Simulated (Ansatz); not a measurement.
**CH2ClInO···HF: density, localisation and related maps**

```xyz
8

In   -1.7227   -0.2301   -1.4691
F     0.9760   -0.9554   -2.3222
O     0.0683    0.1807   -0.3117
C     0.1367    0.3784    0.9926
H     0.9759   -0.5492   -1.4912
Cl   -1.5622    0.1100    1.7795
H     0.7595   -0.3340    1.5313
H     0.3686    1.3994    1.2908
```

Core potentials replace the inner electrons of In.

These are results of UHF/def2-SVP in Ansatz, not measurements.

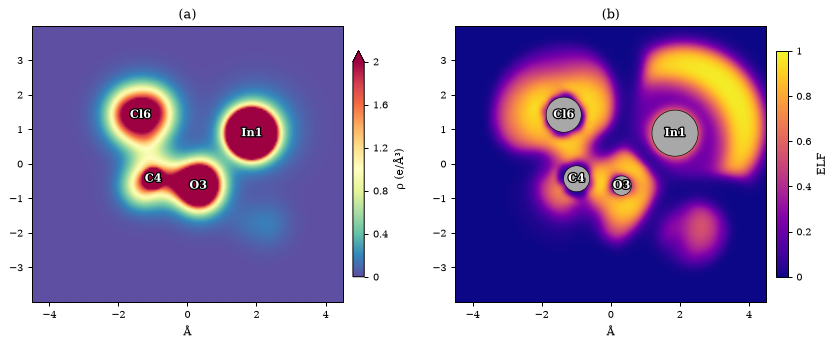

Figure 1. (a) electron density; (b) electron localisation function on the plane of atoms O3, C4 and Cl6. Grey discs cover the atomic cores in the ELF map.

What does the map show?

The section cuts through In, O, C and Cl sites. C–O (1.32 Å): the density is about 2.6 e/Å³ at the midpoint; the ELF peaks at about 0.90 between the atoms, as expected for a shared but strongly polarised pair. C–Cl (1.89 Å): ρ is about 1.1 e/Å³ halfway, with its minimum of 0.94 e/Å³ about 0.8 Å from C; the ELF peaks at about 0.90 between the atoms; a shared electron pair. In–O (2.17 Å): ρ at the midpoint is about 0.44 e/Å³; the ELF peaks at about 0.85 in the valence shell of O, 0.6 Å from its nucleus, and drops to about 0.10 between the two atoms. The ELF also peaks beside O3 and Cl6, away from the bonds: lone-pair regions.

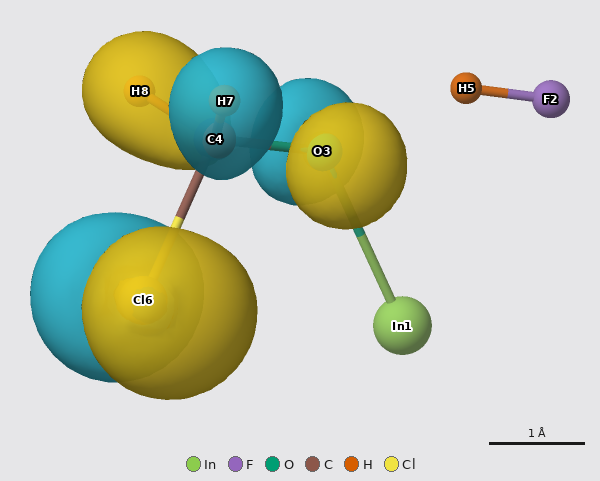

Figure 2. The HOMO−1 at ±0.15 Å⁻³ᐟ² (yellow and cyan are the two phases), seen at a tilt.

What is the character of this orbital?

Its weight (Hirshfeld) is mainly on Cl6 (about 50 %), O3 (about 20 %), C4 (about 10 %) and H8 (about 5 %); largely a combination of lone pairs on Cl6 and O3. Its energy is −11.48 eV.
